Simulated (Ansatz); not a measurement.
**C₆H₁₅Cl₃GaP: density, localisation and related maps**

```xyz
26

C     1.4426    2.3218    0.5930
C     0.6757    1.1769    1.2404
P    -0.0380    0.0220    0.0316
C    -1.2630    0.9474   -0.9416
C    -1.9681    0.0910   -1.9846
C    -0.9401   -1.2491    0.9670
C    -0.0361   -2.0911    1.8570
Ga    1.6469   -0.9435   -1.3648
Cl    1.8646    0.4833   -2.9934
Cl    0.8059   -2.8602   -1.9599
Cl    3.3857   -1.0925   -0.0649
H     0.7944    2.9558   -0.0144
H     1.8924    2.9499    1.3638
H     2.2459    1.9492   -0.0451
H     1.3486    0.5804    1.8625
H    -0.1317    1.5433    1.8834
H    -0.7089    1.7527   -1.4316
H    -1.9747    1.4090   -0.2489
H    -1.2530   -0.3633   -2.6727
H    -2.5538   -0.7089   -1.5284
H    -2.6505    0.7079   -2.5716
H    -1.7296   -0.7557    1.5438
H    -1.4242   -1.8831    0.2192
H    -0.6215   -2.8681    2.3513
H     0.7463   -2.5817    1.2752
H     0.4441   -1.4935    2.6337
```

Geometry: PBE0-D4/def2-TZVP.

Computed with RKS PBE0-D4/def2-TZVPP (Ansatz).

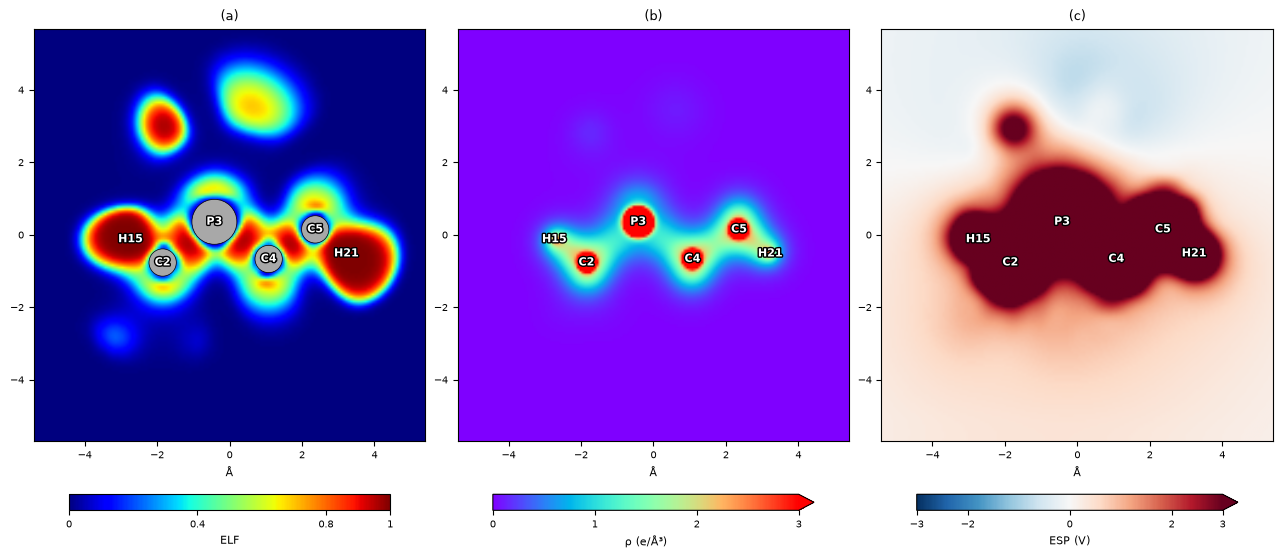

Figure 1. (a) ELF; (b) electron density; (c) molecular electrostatic potential on the plane of atoms C4, C5 and H21. Grey discs cover the atomic cores in the ELF map.

> What do the fields say about this system?

- Atoms in the plane: C, P and H.
- C–C (1.52 Å): the density is about 1.6 e/Å³ at the midpoint; the ELF peaks at about 0.95 between the atoms; a shared electron pair.
- C–P (1.82 Å): the density is about 1.2 e/Å³ at the midpoint; the ELF peaks at about 0.95 between the atoms, as expected for localised, covalent bonding.
- C–H (1.09 Å): the density is about 2 e/Å³ at the midpoint; the ELF climbs to about 1 towards the hydrogen, as it does in any bond to H; a covalent bond by its length.
- Outside the dense part of the molecule the potential is most negative (−0.8 V) near Cl10, which lies off the plane.

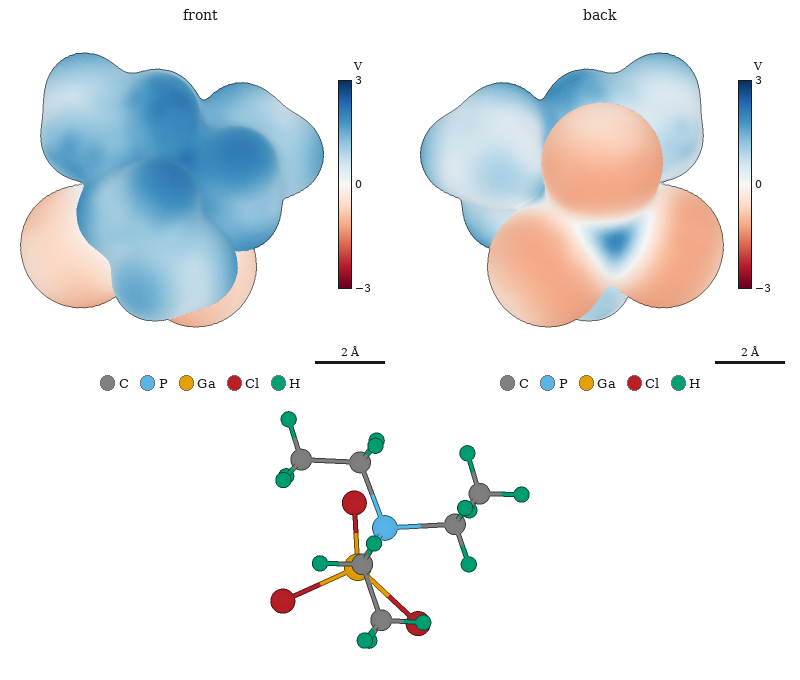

Figure 2. The molecular electrostatic potential painted on the density surface at 0.004 e/bohr³, seen from the front and from behind; the colour scale runs from red (negative) to blue (positive). The bare structure is drawn below in the same view.

> Describe the electrostatic potential map.

The most negative region (about −1.1 V, or −25 kcal/mol for a unit charge) lies over Cl9, Cl10 and Cl11, the most positive (about +2.1 V, or +48 kcal/mol for a unit charge) over P3, H16, H18 and H22.

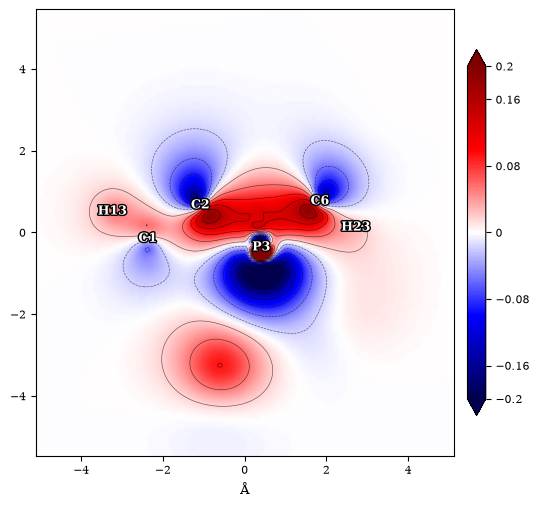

Figure 3. The HOMO on the plane of atoms C1, C2 and P3 (values in Å⁻³ᐟ²; the overall sign is arbitrary).

> What is the character of this orbital?

By Hirshfeld shares it lies mainly on P3 (about 25 %), Cl11 (about 15 %), Cl10 (about 15 %), Cl9 (about 15 %) and Ga8 (about 10 %); largely a combination of lone pairs on P3, Cl11, Cl10 and Cl9. Its energy is −7.84 eV.

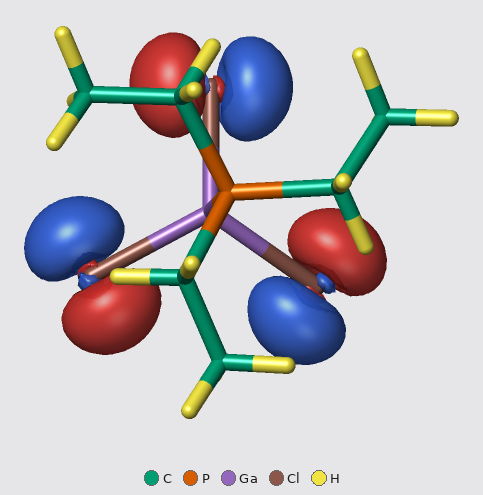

Figure 4. The HOMO−1 at ±0.15 Å⁻³ᐟ² (blue and red are the two phases), seen across its widest extent.

> What is the character of this orbital?

Its weight (Hirshfeld) is mainly on Cl10 (about 30 %), Cl11 (about 30 %) and Cl9 (about 30 %); largely a combination of lone pairs on Cl10, Cl11 and Cl9. Its energy is −8.19 eV.
